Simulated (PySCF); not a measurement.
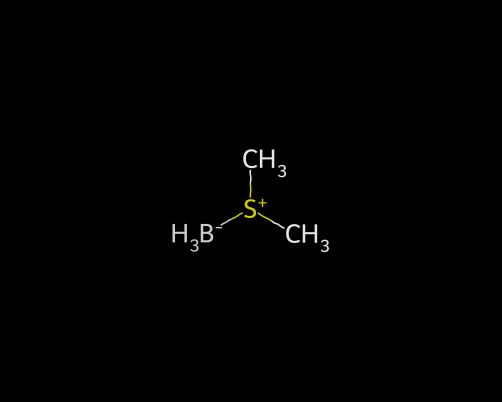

The geometry was computed by an optimisation with PBE0-D3(BJ)/def2-SVP. No frequency run is at hand to confirm it as a minimum. Program: PySCF 2.14.0.

Tabulate dipole (D), HOMO–LUMO gap (eV), HOMO energy (eV) at these levels: BHandHLYP/aug-pcX-1 (pcseg-1 on H) (def2-SVPD on S); PBE0/pcSseg-1 in acetone (IEF-PCM); PBE0/pcSseg-1 in chloroform (IEF-PCM); ωB97X-D/def2-SVPD; ωB97X-D/def2-SVPD in acetone (IEF-PCM); ωB97X-D/def2-SVPD in chloroform (IEF-PCM).

| level | dipole (D) | HOMO–LUMO gap (eV) | HOMO energy (eV) |
| --- | --- | --- | --- |
| BHandHLYP/aug-pcX-1 (pcseg-1 on H) (def2-SVPD on S) | 4.76 | 9.30 | −9.04 |
| PBE0/pcSseg-1 in acetone (IEF-PCM) | 6.23 | 8.82 | −7.96 |
| PBE0/pcSseg-1 in chloroform (IEF-PCM) | 5.89 | 8.74 | −7.94 |
| ωB97X-D/def2-SVPD | 4.75 | 11.56 | −9.70 |
| ωB97X-D/def2-SVPD in acetone (IEF-PCM) | 6.20 | 11.91 | −9.78 |
| ωB97X-D/def2-SVPD in chloroform (IEF-PCM) | 5.82 | 11.88 | −9.76 |
